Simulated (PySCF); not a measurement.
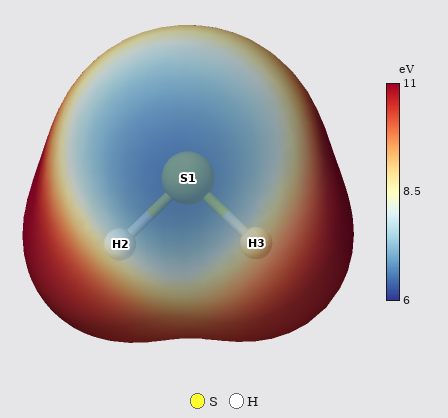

Figure. H$_{2}$S, SMILES `S`. Average local ionisation energy on the surface of electron density 0.001 a.u.

PySCF calculation, PBE/def2-SVP, gas phase; geometry: GFN2-xTB. No frequency check shows the geometry to be a minimum. GFN2-xTB bond lengths at metals and heavier atoms can be off by up to 0.1 Å and shapes distorted, which carries into these values.

Where are the most loosely bound electrons on this surface?

The lowest value is 6.5 eV, 2.2 Å from S1, and at like points elsewhere. For comparison, the highest occupied orbital lies at −5.9 eV.
